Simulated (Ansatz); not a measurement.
Run report: CH₄AlNO₂, molecular dynamics (part 3 of 3)

CH₄AlNO₂; RKS PBE/def2-SVP (Ansatz 0.2.0). It belongs to a series of runs on one base structure; here: dynamics from the highest image of the converged band.

Geometry of the input (Å):
```
N  -0.2688  0.8437  0.9184
C  -0.2094  -1.6872  0.3831
O  -0.3506  -2.8590  0.4699
Al -0.3376  0.0635  -0.8750
O  0.8359  0.9032  -1.8574
H  0.6234  1.1836  1.2988
H  -1.0078  1.4698  1.2563
H  -0.1667  -0.5514  1.1565
H  0.9700  0.5878  -2.7676
```

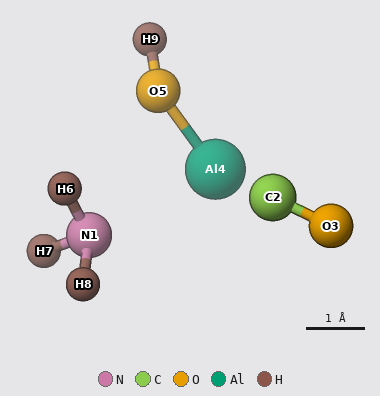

Fig. 1: The geometry at step 109 of the log (ball-and-stick view, seen at a tilt; atoms are numbered from 1 in the order of the input).

**Trajectory as extended XYZ, continued**
```
9
Properties=species:S:1:pos:R:3:forces:R:3 step=18 time_fs=9.0 energy=-13264.89078 temperature=641.3
N    -0.2605    0.8451    0.9485    0.6349   4.6227  -1.3651
C    -0.1620   -1.7030    0.4162    0.3768  -0.9405  -0.1259
O    -0.3560   -2.8606    0.4346   -0.0881   0.0982  -0.1151
Al   -0.3735    0.0524   -0.8901   -0.6235  -0.2540  -1.5076
O     0.8730    0.8943   -1.8408   -0.0515  -0.2096   0.4499
H     0.6605    1.2721    1.1376   -0.1178  -0.2251   0.2315
H    -0.9931    1.5190    1.1959   -0.0391  -0.2476   0.1463
H    -0.3135   -0.0684    1.2674   -0.1504  -2.9225   2.1358
H     0.8392    0.6004   -2.7724    0.0586   0.0784   0.1501
9
Properties=species:S:1:pos:R:3:forces:R:3 step=27 time_fs=13.5 energy=-13265.02368 temperature=789.4
N    -0.2507    0.8832    0.9507   -0.4554  -2.0973   1.9983
C    -0.1332   -1.7147    0.4309    0.2051  -1.3922  -0.2590
O    -0.3604   -2.8703    0.4158    0.0457   0.6352   0.0157
Al   -0.3960    0.0450   -0.9107   -0.4261  -0.3451  -0.6733
O     0.8901    0.8873   -1.8246   -0.2148  -0.2454   0.5267
H     0.6783    1.2703    1.1217    0.2162   0.4777   0.3156
H    -1.0089    1.5167    1.2017    0.0747   0.6709   0.0592
H    -0.3448   -0.0098    1.6517    0.4347   2.2019  -2.0474
H     0.7908    0.6182   -2.7587    0.1197   0.0942   0.0643
9
Properties=species:S:1:pos:R:3:forces:R:3 step=36 time_fs=18.0 energy=-13265.24801 temperature=1032.8
N    -0.2440    0.9123    0.9728    0.2355   0.6563   1.8224
C    -0.1002   -1.7461    0.4412    0.4721   0.1530  -0.3873
O    -0.3647   -2.8742    0.3971   -0.2196  -0.7334   0.0968
Al   -0.4217    0.0352   -0.9367   -0.3367  -0.1601  -0.3216
O     0.9050    0.8773   -1.8012   -0.3051  -0.3176   0.3765
H     0.7041    1.3388    1.1529   -0.8104   0.0972  -0.2807
H    -0.9919    1.6066    1.2098    0.7363   0.0257  -0.4325
H    -0.3225    0.2473    1.7889    0.0404   0.1427  -1.0410
H     0.7600    0.6529   -2.7449    0.1874   0.1363   0.1675
9
Properties=species:S:1:pos:R:3:forces:R:3 step=45 time_fs=22.5 energy=-13265.29472 temperature=1084.3
N    -0.2348    0.9538    1.0051   -0.1170   0.2571   0.9555
C    -0.0600   -1.7766    0.4455    0.4010   0.5924  -0.4241
O    -0.3715   -2.8859    0.3795   -0.2477  -1.0037   0.1474
Al   -0.4498    0.0243   -0.9649   -0.1079  -0.0169   0.0299
O     0.9163    0.8641   -1.7716   -0.3640  -0.2780   0.4411
H     0.6430    1.4458    1.1395    1.0989   0.2454  -0.2857
H    -0.8790    1.7315    1.1462   -0.6914   0.3556  -0.1931
H    -0.3047    0.4387    1.9102   -0.1618  -0.2517  -0.6918
H     0.7632    0.7037   -2.7240    0.1898   0.0998   0.0209
9
Properties=species:S:1:pos:R:3:forces:R:3 step=55 time_fs=27.5 energy=-13265.24388 temperature=1031.1
N    -0.2225    1.0193    1.0474    0.5365   1.6253   0.8778
C    -0.0092   -1.8036    0.4419   -0.3019  -1.0026  -0.5641
O    -0.3815   -2.9099    0.3624    0.3502   0.7218   0.2977
Al   -0.4818    0.0120   -0.9959    0.1365   0.1276   0.3867
O     0.9238    0.8454   -1.7313   -0.4456  -0.2346  -0.3193
H     0.7020    1.5579    1.0642   -0.6469  -1.1607   0.0641
H    -0.8432    1.8791    1.0378    0.0402  -1.1427   0.3048
H    -0.3229    0.5160    2.0024    0.1026   0.9785  -1.7450
H     0.8071    0.7855   -2.7143    0.2284   0.0874   0.6974
9
Properties=species:S:1:pos:R:3:forces:R:3 step=64 time_fs=32.0 energy=-13265.34615 temperature=1140.4
N    -0.2042    1.1018    1.0836   -0.5362  -0.8613  -1.5682
C     0.0327   -1.8414    0.4293   -0.3336  -0.5886  -0.5220
O    -0.3870   -2.9250    0.3505    0.3217   0.4123   0.2963
Al   -0.5097    0.0019   -1.0211    0.2254   0.1835   0.4620
O     0.9257    0.8262   -1.6931   -0.3112  -0.1422   0.7530
H     0.7131    1.4853    1.0004    1.3966   0.4213   0.1048
H    -0.8467    1.8604    0.9847   -0.8563   1.0217   0.0941
H    -0.3535    0.6476    1.9668   -0.0001  -0.4654   0.8023
H     0.8800    0.8656   -2.6574    0.0937   0.0187  -0.4223
9
Properties=species:S:1:pos:R:3:forces:R:3 step=73 time_fs=36.5 energy=-13265.06989 temperature=842.0
N    -0.1894    1.1838    1.0960   -0.4517  -1.2055   1.4344
C     0.0701   -1.8870    0.4083    0.2439   0.9438  -0.3585
O    -0.3892   -2.9366    0.3422   -0.2793  -1.0810   0.1938
Al   -0.5361   -0.0069   -1.0430    0.1984   0.2650   0.4926
O     0.9236    0.8050   -1.6493   -0.1045   0.1061  -0.5246
H     0.8416    1.4369    0.9673   -1.7032   0.1983   0.3497
H    -0.9239    1.9341    0.9663    1.4258  -0.3943   0.2990
H    -0.3787    0.6921    2.0871    0.6927   1.3533  -2.6953
H     0.9774    0.9530   -2.6270   -0.0222  -0.1857   0.8088
9
Properties=species:S:1:pos:R:3:forces:R:3 step=82 time_fs=41.0 energy=-13265.12747 temperature=902.2
N    -0.1801    1.2526    1.1113   -0.6913  -0.7013  -3.3290
C     0.1100   -1.9208    0.3813   -0.1802   0.2448  -0.3508
O    -0.3936   -2.9586    0.3363    0.0883  -0.3018   0.2228
Al   -0.5609   -0.0138   -1.0614    0.2683   0.2652   0.4674
O     0.9200    0.7846   -1.6064   -0.2101  -0.0990   0.7573
H     0.7774    1.4484    0.9801    1.6856   0.8522  -0.3797
H    -0.8163    2.0049    0.9870   -0.4620   1.4233  -0.2033
H    -0.3266    0.8560    1.9661   -0.5891  -1.7337   3.3906
H     1.0707    1.0121   -2.5266    0.0904   0.0502  -0.5754
9
Properties=species:S:1:pos:R:3:forces:R:3 step=91 time_fs=45.5 energy=-13265.01923 temperature=786.6
N    -0.1782    1.3106    1.1002    0.2368  -0.1401   1.6597
C     0.1465   -1.9512    0.3486   -0.8458  -0.9195  -0.3177
O    -0.3967   -2.9839    0.3332    0.7146   0.8925   0.2113
Al   -0.5839   -0.0188   -1.0762    0.2588   0.3027   0.5742
O     0.9144    0.7639   -1.5589    0.2979   0.4276  -0.7514
H     0.8529    1.5752    0.9612   -1.4104  -0.5190   0.3519
H    -0.7068    2.2339    1.0038    0.5841  -1.2738   0.5175
H    -0.3244    0.8633    2.1442    0.4652   1.6265  -3.0569
H     1.1752    1.0681   -2.4638   -0.3013  -0.3968   0.8115
9
Properties=species:S:1:pos:R:3:forces:R:3 step=100 time_fs=50.0 energy=-13265.00063 temperature=766.2
N    -0.1755    1.3662    1.0987    0.2445   1.6923  -4.8930
C     0.1710   -1.9932    0.3108   -0.3307   0.0984  -0.2145
O    -0.3924   -3.0008    0.3326    0.1890  -0.1130   0.1606
Al   -0.6049   -0.0216   -1.0870    0.2784   0.3210   0.4888
O     0.9107    0.7465   -1.5145   -0.2694  -0.1730   0.7927
H     0.7944    1.6330    0.9795    1.0853  -0.5001  -0.2856
H    -0.5520    2.3139    1.0906   -0.9011   0.3156  -0.0809
H    -0.2682    1.0653    1.9814   -0.5704  -1.8481   4.8780
H     1.2450    1.0767   -2.3421    0.2744   0.2070  -0.8461
9
Properties=species:S:1:pos:R:3:forces:R:3 step=109 time_fs=54.5 energy=-13264.95449 temperature=713.8
N    -0.1722    1.4331    1.0686    0.4438  -0.0310   3.3934
C     0.1904   -2.0336    0.2694    0.2610   1.0363  -0.1990
O    -0.3859   -3.0191    0.3340   -0.3933  -1.0666   0.1868
Al   -0.6241   -0.0221   -1.0943    0.1600   0.3088   0.4425
O     0.9062    0.7293   -1.4665    0.6646   0.5581  -0.9445
H     0.8704    1.5916    0.9622   -0.8802  -0.3166  -0.1127
H    -0.5240    2.4184    1.1779    0.0302  -0.5577  -0.4432
H    -0.2555    1.1201    2.1760    0.2514   0.5627  -3.1582
H     1.3327    1.0887   -2.2856   -0.5375  -0.4938   0.8350
9
Properties=species:S:1:pos:R:3:forces:R:3 step=118 time_fs=59.0 energy=-13265.02222 temperature=786.8
N    -0.1659    1.4983    1.0705    0.6737   1.2934  -2.7066
C     0.2118   -2.0608    0.2250   -0.5441  -0.2983  -0.0449
O    -0.3825   -3.0477    0.3376    0.3891   0.2946   0.0427
Al   -0.6419   -0.0203   -1.0983    0.2348   0.3102   0.4617
O     0.9062    0.7159   -1.4233   -0.4664  -0.3163   0.8619
H     0.8741    1.5142    0.9082   -0.8856   0.3799  -0.3505
H    -0.5208    2.4769    1.1790    0.4681  -0.3808  -0.6664
H    -0.2184    1.2129    1.9873   -0.4417  -1.6326   3.4491
H     1.3698    1.0514   -2.1752    0.5722   0.3501  -1.0469
9
Properties=species:S:1:pos:R:3:forces:R:3 step=127 time_fs=63.5 energy=-13265.03841 temperature=804.5
N    -0.1572    1.5684    1.0619   -0.9089  -2.5453   2.3208
C     0.2252   -2.0915    0.1799   -0.8145  -0.7875   0.1042
O    -0.3750   -3.0738    0.3416    0.6565   0.7817  -0.0887
Al   -0.6582   -0.0163   -1.0990    0.1214   0.2590   0.4470
O     0.9054    0.7022   -1.3771    0.9461   0.6028  -1.0941
H     0.8093    1.4843    0.7710    0.6669   0.2069  -0.3088
H    -0.4633    2.5310    1.0745   -0.0769   0.6772   0.1288
H    -0.2350    1.1284    2.0791    0.1395   1.3079  -2.4099
H     1.4445    1.0273   -2.1463   -0.7301  -0.5026   0.9008
9
Properties=species:S:1:pos:R:3:forces:R:3 step=136 time_fs=68.0 energy=-13264.98191 temperature=741.2
N    -0.1570    1.6149    1.0657    1.2869   1.4915  -3.4436
C     0.2271   -2.1321    0.1359    0.1017   0.6222  -0.1168
O    -0.3609   -3.0925    0.3450   -0.2444  -0.6453   0.1558
Al   -0.6735   -0.0104   -1.0965    0.1281   0.2936   0.4274
O     0.9109    0.6927   -1.3371   -0.6250  -0.1988   0.9732
H     0.8214    1.5031    0.6011   -1.7687   0.0542   1.0137
H    -0.4084    2.6527    0.9924    0.2423  -1.7414   0.5744
H    -0.2439    1.1872    1.9556    0.0506  -0.1887   1.5828
H     1.4577    0.9554   -2.0571    0.8286   0.3128  -1.1668
9
Properties=species:S:1:pos:R:3:forces:R:3 step=145 time_fs=72.5 energy=-13264.92384 temperature=679.0
N    -0.1491    1.6674    1.0387   -2.5123  -2.5689   2.1620
C     0.2294   -2.1647    0.0903    0.1653   0.6291  -0.1193
O    -0.3488   -3.1174    0.3501   -0.2973  -0.6674   0.1751
Al   -0.6879   -0.0024   -1.0909    0.1128   0.2358   0.2940
O     0.9153    0.6840   -1.2939    0.9613   0.4819  -1.1577
H     0.6672    1.5092    0.5343    2.6513  -0.7763  -1.0265
H    -0.3459    2.6242    0.9999   -0.7348   2.2280   0.2112
H    -0.2336    1.2532    2.0166    0.5212   0.8121  -1.5366
H     1.5252    0.8919   -2.0553   -0.8675  -0.3744   0.9978
9
Properties=species:S:1:pos:R:3:forces:R:3 step=155 time_fs=77.5 energy=-13264.89861 temperature=651.6
N    -0.1606    1.7073    1.0132    0.9347   1.1753  -2.3232
C     0.2329   -2.1926    0.0385   -0.7253  -0.8994   0.3597
O    -0.3379   -3.1519    0.3573    0.5878   0.8826  -0.3134
Al   -0.7029    0.0085   -1.0820    0.1671   0.2601   0.3608
O     0.9265    0.6786   -1.2531   -0.9408  -0.0242   1.0259
H     0.7568    1.4414    0.4219   -1.8944   1.0220   1.4777
H    -0.3599    2.7750    1.0492    0.5981  -2.0535  -0.3733
H    -0.1385    1.4020    1.9701    0.3097  -0.4524   0.9146
H     1.5248    0.7789   -1.9740    0.9631   0.0896  -1.1289
9
Properties=species:S:1:pos:R:3:forces:R:3 step=164 time_fs=82.0 energy=-13264.85686 temperature=607.9
N    -0.1677    1.7461    0.9728   -2.7833  -2.4369   3.5837
C     0.2260   -2.2293   -0.0032   -0.2341  -0.2179   0.1439
O    -0.3223   -3.1746    0.3608    0.1191   0.1678  -0.0876
Al   -0.7151    0.0203   -1.0715    0.3765   0.2732   0.2428
O     0.9329    0.6748   -1.2134    0.6913   0.0567  -1.2052
H     0.6366    1.5226    0.5087    3.5243  -0.4718  -2.1737
H    -0.3003    2.7076    1.0326   -0.3830   2.7888  -0.3950
H     0.0206    1.4975    1.9890   -0.3997  -0.0666  -1.1315
H     1.5834    0.6725   -1.9717   -0.9111  -0.0933   1.0226
9
Properties=species:S:1:pos:R:3:forces:R:3 step=173 time_fs=86.5 energy=-13264.83162 temperature=578.7
N    -0.1893    1.7675    0.9549    2.8360   1.7410  -0.9111
C     0.2157   -2.2686   -0.0430    0.4614   0.9052  -0.3533
O    -0.3055   -3.1958    0.3635   -0.5507  -0.9629   0.4033
Al   -0.7247    0.0341   -1.0590    0.4088   0.3840   0.3904
O     0.9419    0.6718   -1.1814   -0.9674   0.1945   0.6651
H     0.8023    1.6118    0.4059   -2.5322   0.3546   0.9630
H    -0.2732    2.8768    0.9402   -0.0115  -2.5116   0.0786
H     0.1168    1.5500    1.9321   -0.5106   0.1481  -0.2824
H     1.5652    0.5462   -1.8833    0.8661  -0.2529  -0.9537
9
Properties=species:S:1:pos:R:3:forces:R:3 step=182 time_fs=91.0 energy=-13264.91164 temperature=664.7
N    -0.1843    1.8028    0.9276   -0.4823  -2.5634   0.5780
C     0.2107   -2.2971   -0.0870   -0.1687  -0.3006   0.1612
O    -0.2939   -3.2259    0.3699    0.0902   0.2549  -0.1322
Al   -0.7313    0.0506   -1.0437    0.4406   0.3129   0.3716
O     0.9460    0.6697   -1.1491    0.7219  -0.3762  -1.2957
H     0.6560    1.7342    0.4013    1.7263  -0.9026  -1.2785
H    -0.2735    2.7629    0.8539   -1.1637   3.3270   0.1898
H     0.1442    1.6105    1.8770   -0.2704  -0.0526   0.4578
H     1.6012    0.3969   -1.8560   -0.8940   0.3006   0.9480
9
Properties=species:S:1:pos:R:3:forces:R:3 step=191 time_fs=95.5 energy=-13264.96824 temperature=728.2
N    -0.1806    1.8265    0.9010    0.8773   2.0844  -0.6510
C     0.2036   -2.3294   -0.1286   -0.4602  -0.9302   0.5074
O    -0.2816   -3.2536    0.3749    0.4048   0.9257  -0.5034
Al   -0.7349    0.0694   -1.0257    0.2142   0.2924   0.5077
O     0.9533    0.6654   -1.1265   -0.8547   0.3307   0.3165
H     0.6885    1.7308    0.2433   -1.1091   0.0149   1.2710
H    -0.4298    2.9062    0.8184    0.3817  -2.5079   0.4022
H     0.1290    1.6621    1.9020   -0.3101   0.2308  -1.1172
H     1.5582    0.2654   -1.7411    0.8561  -0.4408  -0.7332
9
Properties=species:S:1:pos:R:3:forces:R:3 step=200 time_fs=100.0 energy=-13265.05170 temperature=818.0
N    -0.1741    1.8676    0.8669    0.8642  -2.0441  -1.4860
C     0.1906   -2.3737   -0.1637    0.2994   0.4273  -0.2636
O    -0.2655   -3.2724    0.3751   -0.3199  -0.4231   0.2616
Al   -0.7370    0.0902   -1.0041   -0.0188   0.2179   0.4899
O     0.9565    0.6610   -1.1060    0.8618  -0.9439  -1.1515
H     0.6634    1.7099    0.2123   -0.7539   0.6046   0.9473
H    -0.5625    2.7730    0.8392   -0.6508   1.8783  -0.5110
H     0.0802    1.7324    1.8280    0.4094  -0.5165   0.9706
H     1.5802    0.1168   -1.6716   -0.6914   0.7996   0.7427
```

**Results in brief**

- outcome: finished
- mean temperature over the second half: 712 K
- trajectory: 200 steps, 100 fs
- ensemble: nve
- temperature in the input: 300.0 K
- time step: 0.5 fs
- potential energy (last step): −13265.0517 eV
- mean-field energy (last step): −13265.0517 eV
- largest force (length of the vector) (last step): 2.671 eV/Å
- wall time: 4.8 min (CPU time 9.3 min)
- peak memory: 0.12 GiB

**Remarks**

So short a trajectory is not equilibrated.
